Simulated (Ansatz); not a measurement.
## Electronic structure of Cl2GaH···CH4 in real space

```json
{"atom": "Ga", "x (Å)": "-0.0779", "y (Å)": "-0.6064", "z (Å)": "-0.5698"}
{"atom": "C", "x (Å)": "-0.0324", "y (Å)": "-0.2746", "z (Å)": "2.5887"}
{"atom": "H", "x (Å)": "-0.9736", "y (Å)": "-0.1743", "z (Å)": "3.1448"}
{"atom": "H", "x (Å)": "0.7899", "y (Å)": "-0.5121", "z (Å)": "3.2761"}
{"atom": "H", "x (Å)": "0.1933", "y (Å)": "0.6738", "z (Å)": "2.0763"}
{"atom": "Cl", "x (Å)": "1.7800", "y (Å)": "0.3461", "z (Å)": "-1.0331"}
{"atom": "Cl", "x (Å)": "-1.8338", "y (Å)": "0.4538", "z (Å)": "-1.1726"}
{"atom": "H", "x (Å)": "-0.1473", "y (Å)": "-1.9655", "z (Å)": "0.1890"}
{"atom": "H", "x (Å)": "-0.1286", "y (Å)": "-1.0999", "z (Å)": "1.8551"}
```

Not at a stationary point (largest force 0.6 eV/Å).

Theory: RKS r2SCAN/def2-SVP in Ansatz 0.2.0.

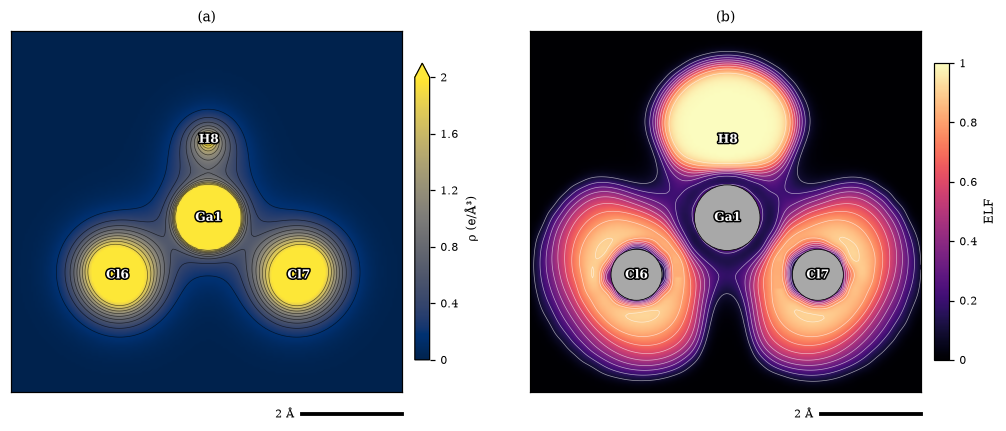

Figure 1. (a) total electron density; (b) ELF on the plane of atoms Cl6, Ga1 and Cl7. Grey discs cover the atomic cores in the ELF map.

Describe what can be read from this map.

The section cuts through Ga, Cl and H sites. Ga–Cl (2.14 Å): ρ at the midpoint is about 0.69 e/Å³; the ELF peaks at about 0.80 in the valence shell of Cl, 0.8 Å from its nucleus, and is about 0.55 at the midpoint. Ga–H (1.56 Å): ρ is about 1 e/Å³ halfway; the ELF climbs to about 1 towards the hydrogen. The ELF also peaks beside Cl7 and Cl6, away from the bonds: lone-pair regions.

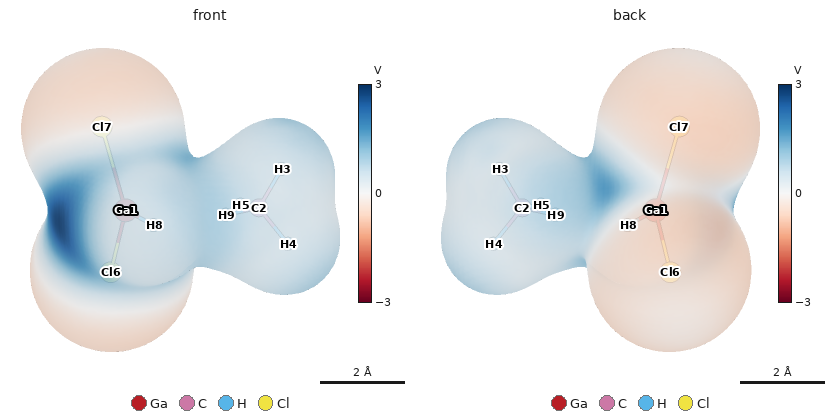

Figure 2. The molecular electrostatic potential painted on the density surface at 0.002 e/bohr³, seen from the front and from behind; red is negative and blue positive.

Which sites attract a positive test charge, and which a negative one?

A positive charge is drawn to the negative regions and a negative charge to the positive ones. The most negative region (about −0.6 V) lies over Cl6 and Cl7, the most positive (about +2.7 V) over Ga1.
